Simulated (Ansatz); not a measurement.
# The perfect C wire along [111], 38 atoms a period, H-terminated, part 2 of 3

Wanted: the relaxed geometry and the bands of the C wire along [111], 38 atoms a period, H-terminated.

Ansatz 0.2.0; DFT PBE, plane waves, PAW; relaxation of a wire's period; PAW set soft_1 (the session's first sound run).

So far. Step 2 (Relaxing the period): The cell's length comes to 6.291 Å with spin left out.

## Step 3: The wire at its relaxed period

This step: DFT PBE, plane waves, PAW; bands of a perfect wire; PAW set soft_1 (Ansatz 0.2.0).

At the relaxed period the bands are computed along the axis; those that cross an energy going forward count the channels that a perfect wire would open there.

Contents of input.yaml:

```yaml
crystal:
  lattice:
    - [13.678, 0.0, 0.0]
    - [0.0, 14.742, 0.0]
    - [0.0, 0.0, 6.2911531085]
  atoms:
    - { symbol: C, position: [0.407574988, 0.353025718, 0.003211304] }
    - { symbol: C, position: [0.499988842, 0.499989039, 0.998438701] }
    - { symbol: C, position: [0.592402695, 0.353025718, 0.003211304] }
    - { symbol: C, position: [0.683370516, 0.49921524, 0.003214177] }
    - { symbol: C, position: [0.316607168, 0.500762907, 0.246785823] }
    - { symbol: C, position: [0.409020596, 0.352250956, 0.2467838] }
    - { symbol: C, position: [0.407574988, 0.646952429, 0.246788696] }
    - { symbol: C, position: [0.499988842, 0.499989108, 0.251561299] }
    - { symbol: C, position: [0.590957088, 0.352250956, 0.2467838] }
    - { symbol: C, position: [0.592402695, 0.646952429, 0.246788696] }
    - { symbol: C, position: [0.683370516, 0.500762907, 0.246785823] }
    - { symbol: H, position: [0.250631184, 0.633562409, 0.271451213] }
    - { symbol: H, position: [0.499988842, 0.232838395, 0.271446426] }
    - { symbol: H, position: [0.749346499, 0.633562409, 0.271451213] }
    - { symbol: H, position: [0.249678119, 0.465832266, 0.300658556] }
    - { symbol: H, position: [0.342951919, 0.315939221, 0.300660314] }
    - { symbol: H, position: [0.406715681, 0.718196292, 0.300665192] }
    - { symbol: H, position: [0.593262003, 0.718196292, 0.300665192] }
    - { symbol: H, position: [0.657025765, 0.315939221, 0.300660314] }
    - { symbol: H, position: [0.750299565, 0.465832266, 0.300658556] }
    - { symbol: C, position: [0.316401761, 0.598332715, 0.33139423] }
    - { symbol: C, position: [0.406706457, 0.450020424, 0.33445814] }
    - { symbol: C, position: [0.499988842, 0.599928624, 0.33446147] }
    - { symbol: C, position: [0.499988842, 0.303301679, 0.331390233] }
    - { symbol: C, position: [0.593271227, 0.450020424, 0.33445814] }
    - { symbol: C, position: [0.683575923, 0.598332715, 0.33139423] }
    - { symbol: C, position: [0.31512131, 0.599019795, 0.574343503] }
    - { symbol: C, position: [0.406326263, 0.449815894, 0.583919665] }
    - { symbol: C, position: [0.499988842, 0.600335021, 0.583921595] }
    - { symbol: C, position: [0.499988842, 0.30192907, 0.574340133] }
    - { symbol: C, position: [0.59365142, 0.449815894, 0.583919665] }
    - { symbol: C, position: [0.684856373, 0.599019795, 0.574343503] }
    - { symbol: H, position: [0.247511904, 0.433022335, 0.619499717] }
    - { symbol: H, position: [0.311250729, 0.330599839, 0.619504374] }
    - { symbol: H, position: [0.436254228, 0.736341212, 0.619505804] }
    - { symbol: H, position: [0.563723456, 0.736341212, 0.619505804] }
    - { symbol: H, position: [0.688726955, 0.330599839, 0.619504374] }
    - { symbol: H, position: [0.75246578, 0.433022335, 0.619499717] }
    - { symbol: H, position: [0.247511904, 0.566955811, 0.630500283] }
    - { symbol: H, position: [0.311250729, 0.669378308, 0.630495626] }
    - { symbol: H, position: [0.436254228, 0.263636935, 0.630494196] }
    - { symbol: H, position: [0.563723456, 0.263636935, 0.630494196] }
    - { symbol: H, position: [0.688726955, 0.669378308, 0.630495626] }
    - { symbol: H, position: [0.75246578, 0.566955811, 0.630500283] }
    - { symbol: C, position: [0.31512131, 0.400958351, 0.675656497] }
    - { symbol: C, position: [0.406326263, 0.550162253, 0.666080335] }
    - { symbol: C, position: [0.499988842, 0.399643126, 0.666078405] }
    - { symbol: C, position: [0.499988842, 0.698049077, 0.675659867] }
    - { symbol: C, position: [0.59365142, 0.550162253, 0.666080335] }
    - { symbol: C, position: [0.684856373, 0.400958351, 0.675656497] }
    - { symbol: C, position: [0.316401761, 0.401645432, 0.91860577] }
    - { symbol: C, position: [0.406706457, 0.549957723, 0.91554186] }
    - { symbol: C, position: [0.499988842, 0.400049523, 0.91553853] }
    - { symbol: C, position: [0.499988842, 0.696676468, 0.918609767] }
    - { symbol: C, position: [0.593271227, 0.549957723, 0.91554186] }
    - { symbol: C, position: [0.683575923, 0.401645432, 0.91860577] }
    - { symbol: H, position: [0.249678119, 0.53414588, 0.949341444] }
    - { symbol: H, position: [0.342951919, 0.684038926, 0.949339686] }
    - { symbol: H, position: [0.406715681, 0.281781855, 0.949334808] }
    - { symbol: H, position: [0.593262003, 0.281781855, 0.949334808] }
    - { symbol: H, position: [0.657025765, 0.684038926, 0.949339686] }
    - { symbol: H, position: [0.750299565, 0.53414588, 0.949341444] }
    - { symbol: H, position: [0.250631184, 0.366415738, 0.978548787] }
    - { symbol: H, position: [0.499988842, 0.767139751, 0.978553574] }
    - { symbol: H, position: [0.749346499, 0.366415738, 0.978548787] }
    - { symbol: C, position: [0.316607168, 0.49921524, 0.003214177] }
    - { symbol: C, position: [0.409020596, 0.64772719, 0.0032162] }
    - { symbol: C, position: [0.590957088, 0.64772719, 0.0032162] }
kpoints:
  mp_grid: { grid: [1, 1, 13] }
  band_path: { path: ["Γ", Z], npoints: 90 }
scf:
  occupations: { method: fermi_dirac, width: 0.05 }
hamiltonian:
  xc: pbe
  pseudopotentials: { kind: paw, azcp: { folder: soft_1 } }
output:
  dos: { e_range: [-5, 4] }
  write_potential: true
  write_density: true
  volumetric_format: npy
```

On the command line:

```bash
$ ansatz run input.yaml --threads 16 --pin off --max-ram 61440MiB --backend cuda --events-out ev --progress --plain --runs-dir out --max-vram 78GiB
```

Numbers of over 12 decimals in the logs are rounded to 6 here.

The log of the run:

```text
[...]
Crystal: 68 atoms, lattice volume = 1268.555 Å³
Basis set: ecut = 420 eV, 24773 PW (Γ)
Bands: 159, of which v1, the nominal top of the filled ones, is band 91 counted from 1 (90 counted from 0)
Symmetry: 4 space group operations
[...]
k-points: 7 of 13
[...]
SCF iter   1: F=—  HF=-10045.011278 eV  |F-HF|=—  |Δ(HF+E_count)|=         —  Δρ=7.80e-2  dr2=8.51e1  ethr=3.10e-3  ⟨swp⟩=7.9  Hψ=6090  notcnv=0  defer=160
[...]
SCF iter   6: F=—  HF=-10015.177554 eV  |F-HF|=—  |Δ(HF+E_count)|=   3.02e-3  Δρ=2.39e-4  dr2=3.87e-4  ethr=2.95e-6  ⟨swp⟩=2.0  Hψ=1262  notcnv=0  defer=429
[...]
SCF iter   8: F=—  HF=-10015.178030 eV  |F-HF|=—  |Δ(HF+E_count)|=   1.82e-4  Δρ=1.26e-5  dr2=1.54e-6  ethr=2.58e-8  ⟨swp⟩=2.0  Hψ=1742  notcnv=0  defer=429
[...]
SCF iter  10: F=-10015.178031 eV  HF=-10015.178031 eV  |F-HF|=9.54e-9  |Δ(HF+E_count)|=   4.81e-8  Δρ=1.32e-6  dr2=1.31e-8  ethr=5.49e-11  ⟨swp⟩=28.6  Hψ=10157  notcnv=0
SCF 1 converged in 10 iterations: F = -10015.178031 eV  dr2 = 1.31e-8
[...]
NSCF: frozen V_eff on 91 k-points
[...]
SCF converged after 10 iterations
[...]
```

Run time: 6.2 s. Hardware: 1 × NVIDIA GB200 with 16 threads of Arm Neoverse V2, shared host; peak memory 1.6 GiB.

Numbers from this step:

| Quantity | Value |
| --- | --- |
| band gap | 3.465 eV |

The electronic bands at the labelled points (eV, zero at the Fermi level; v1 is the highest filled band, c1 the lowest empty one):

```csv
point,v4,v3,v2,v1,c1,c2,c3,c4
Γ,-2.58,-2.19,-2.19,-1.72,1.75,2.20,2.32,2.47
Z,-2.58,-2.58,-2.51,-2.51,2.49,2.57,2.98,3.03
```

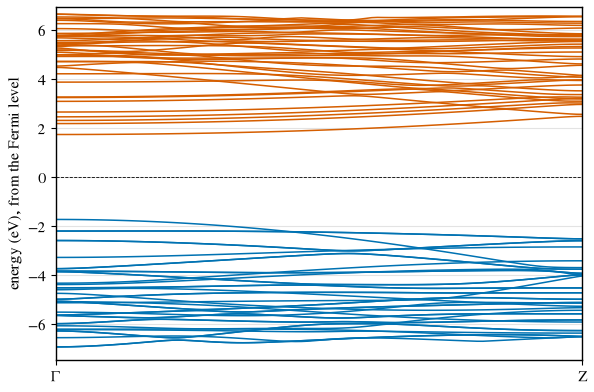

Electronic bands along the path; lines of filled and empty bands in two colours.

The gap is 3.47 eV, with spin left out.

On this path the gap is direct, 3.46 eV, with the valence top at Γ and the conduction bottom at Γ.

## Step 4: Another level of theory, cutoff 500 eV, k-mesh 1×1×10

This step: DFT r2SCAN, plane waves, PAW; bands of a perfect wire at the PBE geometry; PAW set soft_1 (Ansatz 0.2.0).

The atoms stay at the PBE geometry and the functional changes. r2SCAN also reads the kinetic-energy density; it often gives larger moments and wider gaps than PBE, at a higher cost. Against the first PBE run of this kind, the cutoff is 500 eV against 420 and the mesh along the wire has 10 points against 13.

Edit input.yaml of step 3 so:

```diff
@@ -75,3 +75,3 @@
 kpoints:
-  mp_grid: { grid: [1, 1, 13] }
+  mp_grid: { grid: [1, 1, 10] }
   band_path: { path: ["Γ", Z], npoints: 90 }
@@ -80,8 +80,3 @@
 hamiltonian:
-  xc: pbe
+  xc: r2scan
   pseudopotentials: { kind: paw, azcp: { folder: soft_1 } }
-output:
-  dos: { e_range: [-5, 4] }
-  write_potential: true
-  write_density: true
-  volumetric_format: npy
```

The log of the run:

```text
[...]
Crystal: 68 atoms, lattice volume = 1268.555 Å³
Basis set: ecut = 500 eV, 32235 PW (Γ), exchange–correlation on 400×432×192 points (64 copies of the dense FFT grid, shifted against one another)
Bands: 159, of which v1, the nominal top of the filled ones, is band 91 counted from 1 (90 counted from 0)
Symmetry: 4 space group operations
[...]
k-points: 6 of 10
[...]
SCF iter   1: F=—  HF=-10066.954908 eV  |F-HF|=—  |Δ(HF+E_count)|=         —  Δρ=7.53e-2  dr2=7.75e1  dr2_τ=1.18e1  ethr=3.10e-3  ⟨swp⟩=8.0  Hψ=5329  notcnv=0  defer=125
[...]
SCF iter   6: F=—  HF=-10045.346866 eV  |F-HF|=—  |Δ(HF+E_count)|=   3.40e-3  Δρ=1.84e-4  dr2=2.40e-4  dr2_τ=4.13e-5  ethr=2.70e-6  ⟨swp⟩=2.0  Hψ=1141  notcnv=0  defer=366
[...]
SCF iter   8: F=—  HF=-10045.347397 eV  |F-HF|=—  |Δ(HF+E_count)|=   9.08e-5  Δρ=1.03e-5  dr2=8.91e-7  dr2_τ=1.42e-7  ethr=1.46e-8  ⟨swp⟩=2.0  Hψ=1450  notcnv=0  defer=366
[...]
SCF iter  10: F=-10045.347398 eV  HF=-10045.347398 eV  |F-HF|=1.68e-8  |Δ(HF+E_count)|=   7.78e-8  Δρ=1.01e-6  dr2=8.12e-9  dr2_τ=8.09e-10  ethr=5.49e-11  ⟨swp⟩=6.0  Hψ=3203  notcnv=0
SCF 1 converged in 10 iterations: F = -10045.347398 eV  dr2 = 8.12e-9
[...]
the band table was solved once the SCF had ended and its energy, with any forces and stress, was formed, with the checks that follow a solve (4967 applications of the Hamiltonian). They found nothing against the state; the energy, forces and stress were not computed again (output.eigenvalues in the input reference)
[...]
SCF converged after 10 iterations
[...]
```

Elapsed: 8.3 s, on 1 × NVIDIA GB200 with 16 threads; peak memory 2.9 GiB.

This step gave:

```
band gap : 4.036 eV
```

The electronic bands at the labelled points (eV, zero at the Fermi level; v1 is the highest filled band, c1 the lowest empty one):

```csv
point,v4,v3,v2,v1,c1,c2,c3,c4
Γ,-2.93,-2.52,-2.52,-2.00,2.04,2.50,2.66,2.78
Z,-2.94,-2.94,-2.86,-2.86,2.79,2.86,3.27,3.38
```

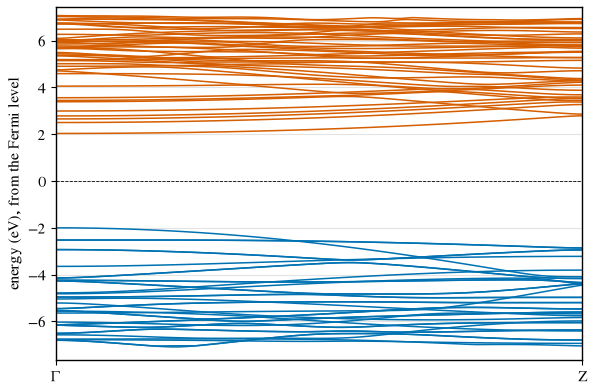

Electronic bands along the path; lines of filled and empty bands in two colours.

The gap is 4.04 eV, against 3.47 eV under PBE at the relaxed period.

## Step 5: Strain along the wire, period over the relaxed period 1.03, k-mesh 1×1×10

This step: DFT PBE, plane waves, PAW; relaxation at a fixed period; PAW set soft_1 (Ansatz 0.2.0).

The period is set to 1.03 times the relaxed one and the atoms relax within it: strain changes bond lengths and angles, which shifts the bands against each other. Against the first PBE run of this kind, the mesh along the wire has 10 points against 13.

The cell differs from the one that the last finished run ended in (c 6.291 → 6.480 Å).

Edit input.yaml of step 4 so:

```diff
@@ -4,3 +4,3 @@
     - [0.0, 14.742, 0.0]
-    - [0.0, 0.0, 6.2911531085]
+    - [0.0, 0.0, 6.4798877018]
   atoms:
@@ -80,3 +80,8 @@
 hamiltonian:
-  xc: r2scan
+  xc: pbe
   pseudopotentials: { kind: paw, azcp: { folder: soft_1 } }
+relax:
+  max_steps: 40
+  f_tol: 0.02
+output:
+  stress: true
```

The log of the run:

```text
Warning: output.stress: scf.convergence.dr2_threshold = 1e-7 eV (the SCF's general default) is looser than the 6.8e-9 eV advised for a printed stress (1e-10 eV for each atom of the cell: 68). What an SCF threshold leaves in a stress goes as its square root, and in the free energy as the threshold itself, and one threshold admits the most on a small cell: [figures from the program's tests cut] Every solve of this run answers to scf.convergence.dr2_threshold,  [...]
[...]
Crystal: 68 atoms, lattice volume = 1306.612 Å³
Basis set: ecut = 420 eV, 25533 PW (Γ), exchange–correlation on 192×200×90 points (8 copies of the dense FFT grid, shifted against one another)
Bands: 159, of which v1, the nominal top of the filled ones, is band 91 counted from 1 (90 counted from 0)
Symmetry: 4 space group operations
[...]
k-points: 6 of 10
[...]
SCF iter   1: F=—  HF=-10042.683211 eV  |F-HF|=—  |Δ(HF+E_count)|=         —  Δρ=7.52e-2  dr2=8.06e1  ethr=3.10e-3  ⟨swp⟩=7.3  Hψ=5068  notcnv=0  defer=186
[...]
SCF iter   2: F=—  HF=-10017.396080 eV  |F-HF|=—  |Δ(HF+E_count)|=    2.53e1  Δρ=3.40e-2  dr2=9.97e0  ethr=3.10e-3  ⟨swp⟩=3.8  Hψ=1978  notcnv=0  defer=372
[...]
SCF iter   8: F=-10014.498456 eV  HF=-10014.498456 eV  |F-HF|=6.67e-7  |Δ(HF+E_count)|=   2.41e-5  Δρ=1.19e-5  dr2=1.24e-6  ethr=5.49e-9  ⟨swp⟩=4.7  Hψ=2617  notcnv=0
SCF 1 converged in 8 iterations: F = -10014.498456 eV  dr2 = 1.24e-6
[...]
relax step   1: F+E_penalty+E_count = -10014.49845635 eV  Δ(F+E_penalty+E_count) = +0.000e0 eV  max|allowed force component| = 4.523e-1 eV/Å  Δτ_max = 0.0000 Å  (8 SCF iters, dr2 threshold 1.00e-5 eV, accepted)
[...]
SCF 2 converged in 6 iterations: F = -10014.635408 eV  dr2 = 5.77e-7
[...]
relax step   2: F+E_penalty+E_count = -10014.63540838 eV  Δ(F+E_penalty+E_count) = -1.370e-1 eV  max|allowed force component| = 2.505e-1 eV/Å  Δτ_max = 0.0500 Å  (6 SCF iters, dr2 threshold 1.28e-5 eV, accepted)
[...]
SCF 3 converged in 5 iterations: F = -10014.648454 eV  dr2 = 7.80e-7
[...]
relax step   3: F+E_penalty+E_count = -10014.64845368 eV  Δ(F+E_penalty+E_count) = -1.305e-2 eV  max|allowed force component| = 6.219e-2 eV/Å  Δτ_max = 0.0162 Å  (5 SCF iters, dr2 threshold 3.92e-6 eV, accepted)
[...]
relax step   4: F+E_penalty+E_count = -10014.64987050 eV  Δ(F+E_penalty+E_count) = -1.417e-3 eV  max|allowed force component| = 2.867e-2 eV/Å  Δτ_max = 0.0037 Å  (5 SCF iters, accepted)
[...]
SCF 5 converged in 5 iterations: F = -10014.649950 eV  dr2 = 9.64e-9
relax step   5: F+E_penalty+E_count = -10014.64995029 eV  Δ(F+E_penalty+E_count) = -7.979e-5 eV  max|allowed force component| = 1.276e-2 eV/Å  Δτ_max = 0.0021 Å  (5 SCF iters, accepted)
[...]
SCF converged after 5 iterations
[...]
- { symbol: C, position: [0.682854, 0.500647, 0.245321] }
    - { symbol: H, position: [0.250890, 0.633425, 0.275822] }
    - { symbol: H, position: [0.499989, 0.233116, 0.275820] }
    - { symbol: H, position: [0.749088, 0.633425, 0.275822] }
    - { symbol: H, position: [0.249832, 0.465598, 0.295597] }
    - { symbol: H, position: [0.342812, 0.316182, 0.295607] }
    - { symbol: H, position: [0.407012, 0.718189, 0.295598] }
    - { symbol: H, position: [0.592966, 0.718189, 0.295598] }
    - { symbol: H, position: [0.657166, 0.316182, 0.295607] }
    - { symbol: H, position: [0.750145, 0.465598, 0.295597] }
    - { symbol: C, position: [0.317113, 0.597954, 0.330748] }
    - { symbol: C, position: [0.406606, 0.449967, 0.334386] }
    - { symbol: C, position: [0.499989, 0.600036, 0.334387] }
    - { symbol: C, position: [0.499989, 0.304064, 0.330747] }
    - { symbol: C, position: [0.593372, 0.449967, 0.334386] }
    - { symbol: C, position: [0.682865, 0.597954, 0.330748] }
    - { symbol: C, position: [0.315828, 0.598649, 0.569729] }
    - { symbol: C, position: [0.406304, 0.449804, 0.584632] }
    - { symbol: C, position: [0.499989, 0.600357, 0.584633] }
    - { symbol: C, position: [0.499989, 0.302684, 0.569728] }
    - { symbol: C, position: [0.593673, 0.449804, 0.584632] }
    - { symbol: C, position: [0.684150, 0.598649, 0.569729] }
    - { symbol: H, position: [0.247637, 0.432992, 0.627433] }
    - { symbol: H, position: [0.311319, 0.330699, 0.627455] }
    - { symbol: H, position: [0.436325, 0.736241, 0.627449] }
    - { symbol: H, position: [0.563653, 0.736241, 0.627449] }
    - { symbol: H, position: [0.688659, 0.330699, 0.627455] }
    - { symbol: H, position: [0.752341, 0.432992, 0.627433] }
    - { symbol: H, position: [0.247637, 0.566986, 0.622567] }
    - { symbol: H, position: [0.311319, 0.669279, 0.622545] }
    - { symbol: H, position: [0.436325, 0.263737, 0.622551] }
    - { symbol: H, position: [0.563653, 0.263737, 0.622551] }
    - { symbol: H, position: [0.688659, 0.669279, 0.622545] }
    - { symbol: H, position: [0.752341, 0.566986, 0.622567] }
    - { symbol: C, position: [0.315828, 0.401329, 0.680271] }
    - { symbol: C, position: [0.406304, 0.550174, 0.665368] }
    - { symbol: C, position: [0.499989, 0.399622, 0.665367] }
    - { symbol: C, position: [0.499989, 0.697294, 0.680272] }
    - { symbol: C, position: [0.593673, 0.550174, 0.665368] }
    - { symbol: C, position: [0.684150, 0.401329, 0.680271] }
    - { symbol: C, position: [0.317113, 0.402025, 0.919252] }
    - { symbol: C, position: [0.406606, 0.550011, 0.915614] }
    - { symbol: C, position: [0.499989, 0.399942, 0.915613] }
    - { symbol: C, position: [0.499989, 0.695914, 0.919253] }
    - { symbol: C, position: [0.593372, 0.550011, 0.915614] }
    - { symbol: C, position: [0.682865, 0.402025, 0.919252] }
    - { symbol: H, position: [0.249832, 0.534380, 0.954403] }
    - { symbol: H, position: [0.342812, 0.683796, 0.954393] }
    - { symbol: H, position: [0.407012, 0.281789, 0.954402] }
    - { symbol: H, position: [0.592966, 0.281789, 0.954402] }
    - { symbol: H, position: [0.657166, 0.683796, 0.954393] }
    - { symbol: H, position: [0.750145, 0.534380, 0.954403] }
    - { symbol: H, position: [0.250890, 0.366553, 0.974178] }
    - { symbol: H, position: [0.499989, 0.766863, 0.974180] }
    - { symbol: H, position: [0.749088, 0.366553, 0.974178] }
    - { symbol: C, position: [0.317124, 0.499331, 0.00467865] }
    - { symbol: C, position: [0.409171, 0.647253, 0.00467807] }
    - { symbol: C, position: [0.590807, 0.647253, 0.00467807] }
```

Elapsed: 7.8 s, on 1 × NVIDIA GB200 with 16 threads; peak memory 1.6 GiB; 72 s of CPU time.

Relaxation path:

```csv
step,energy less that of the first step (eV),largest force component (eV/Å)
1,0.0000,0.4523
2,-0.1370,0.2505
3,-0.1500,0.0622
4,-0.1514,0.0287
5,-0.1515,0.0128
```

Forces are held to the 4 operations that the run works with; a distortion that breaks them can't arise in this run.

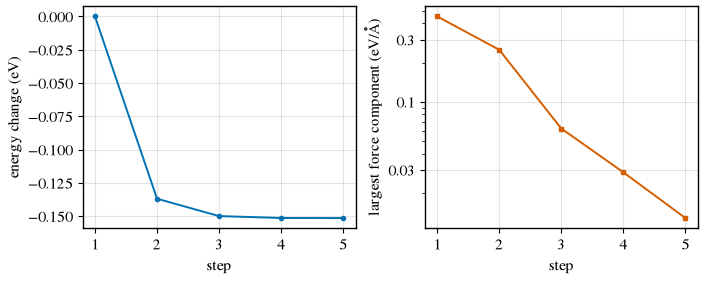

Energy and largest force along the relaxation.

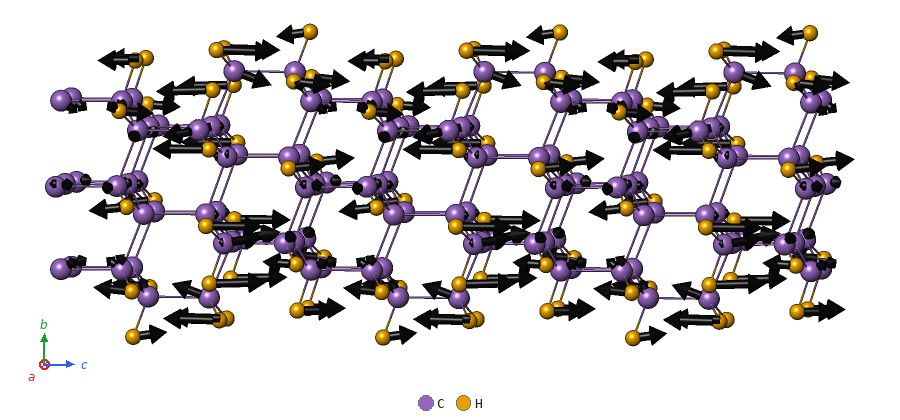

Displacements in the relaxation, exaggerated; the longest in the cell stands for 0.05 Å. 1×1×3 cells are drawn. Some periodic images of atoms are drawn too.

The atoms that moved most (Å):

```csv
atom,dx,dy,dz,length
H43,-0.001,-0.001,-0.052,0.052
H40,0.001,-0.001,-0.052,0.052
H37,-0.001,0.001,0.052,0.052
H34,0.001,0.001,0.052,0.052
H36,-0.001,-0.001,0.051,0.052
H35,0.001,-0.001,0.051,0.052
H42,-0.001,0.001,-0.051,0.052
H41,0.001,0.001,-0.051,0.052
```

Numbers from this step:

```
band gap : 3.448 eV
```

The electronic bands at the labelled points (eV, zero at the Fermi level; v1 is the highest filled band, c1 the lowest empty one):

```csv
point,v4,v3,v2,v1,c1,c2,c3,c4
Γ,-2.65,-2.25,-2.25,-1.70,1.74,2.20,2.33,2.47
Z,-2.63,-2.63,-2.56,-2.56,2.42,2.52,2.93,2.98
```

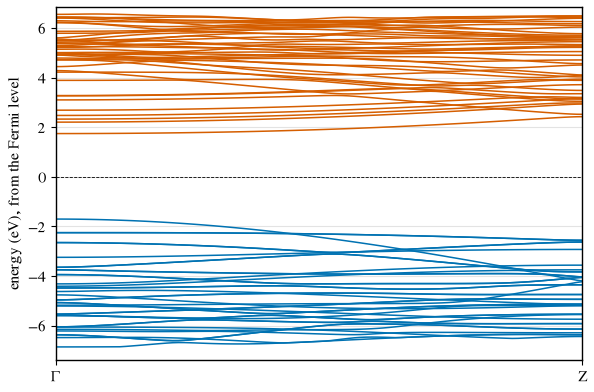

Electronic bands along the path; lines of filled and empty bands in two colours.

The gap is 3.45 eV, against 3.47 eV under PBE at the relaxed period.

[end of part 2 of 3]

[Logs are printed without paths, hosts, clocks, repeated set-up lines and the standing remarks that a program may print on its own settings, such as how far it seeks lower states.]

[Hosts, paths, dates, database ids (printed as entryN), source tags and the programs' standing remarks are cut or masked in the printed files.]
